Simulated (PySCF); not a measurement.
# Atomic calculation, with input and output: Cs⁴²⁺

System: Cs⁴²⁺, configuration 1s2 2s2 2p6 3s2 3p1, multiplicity 2.
Method: unrestricted HF, even-tempered 18s12p4d4f, spin-free X2C-1e, Gaussian nucleus (PySCF).

Results in brief:

```tsv
quantity	value
outcome	converged
total energy	−6157.1037 hartree
⟨S²⟩	0.751
⟨L²⟩	2.00
SCF iterations	4
hardware	1 CPU thread, shared host
CPU time	3.1 s (integrals apart)
```

Notes:

Radii and densities are those of the two-component orbitals, without the picture-change correction, so the innermost s shells come out slightly too small (about 1 % for 1s near Z = 40, more for heavier atoms).

Input:
```python
from pyscf import gto, scf, dft, mp, cc
mol = gto.M(atom="Cs 0 0 0", charge=42, spin=1, symmetry="D2h",
            basis=gto.etbs([(0, 18, 7.7, 2.5), (1, 12, 10, 2.5), (2, 4, 40, 2.7), (3, 4, 60, 2.7)]),
            nucmod="G")
mf = scf.UHF(mol).sfx2c1e()
mf.irrep_nelec = {'Ag': (3, 3), 'B1u': (1, 1), 'B2u': (2, 1), 'B3u': (1, 1)}
mf.kernel()
```

The script is an equivalent of what the driver set up; the driver started from orbitals of its own, so the log can be shorter than this script's would be, and it computed the properties (radii, ⟨L²⟩, response) afterwards. It held the occupations shell by shell, which the script's counts by irreducible representation don't always enforce.

Output (extracts):
```
damping factor = 0
level_shift factor = 0
DIIS = <class 'pyscf.scf.diis.CDIIS'>
diis_start_cycle = 1
diis_space = 10
diis_damp = 0
SCF conv_tol = 1e-09
SCF conv_tol_grad = None
number electrons alpha = 7  beta = 6
cycle= 1 E= -6157.10344579378  delta_E= -0.00758  |g|= 0.0654  |ddm|= 0.034
cycle= 2 E= -6157.10364450373  delta_E= -0.000199  |g|= 0.0116  |ddm|= 0.00546
cycle= 3 E= -6157.10365080505  delta_E= -6.3e-06  |g|= 9.84e-05  |ddm|= 0.00115
cycle= 4 E= -6157.10365080524  delta_E= -1.88e-10  |g|= 6.1e-06  |ddm|= 5.35e-06
converged SCF energy = -6157.10365080524  <S^2> = 0.75070435  2S+1 = 2.0007042
```

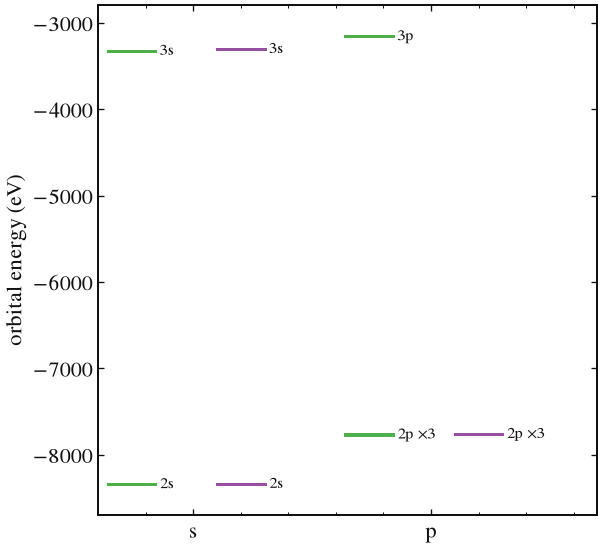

Orbital energies of the mean field, from the top down to −8339 eV, by angular momentum, α spin at the left of each column and β at the right; ×n counts the orbitals under one label. The highest filled orbital is 3p α at −3154 eV, the lowest empty one p α at −3068 eV.

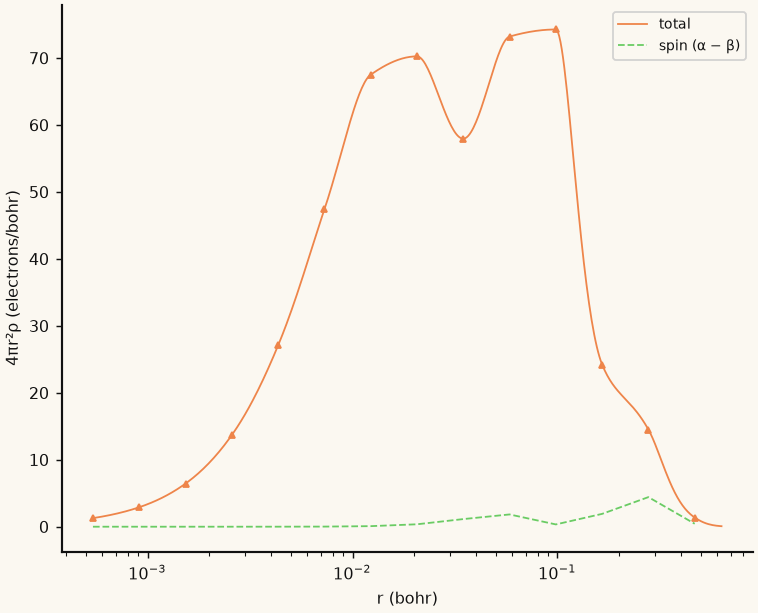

Spherically averaged radial density 4πr²ρ of the mean field and its spin part; markers are the stored points, which are sparse, and the line is a monotone interpolation between them. The largest stored value is 74.3 electrons/bohr at r = 0.098 bohr. Root-mean-square radii of the shells: 1s 0.0298, 2p 0.106, 2s 0.119, 3p 0.279, 3s 0.285 bohr.
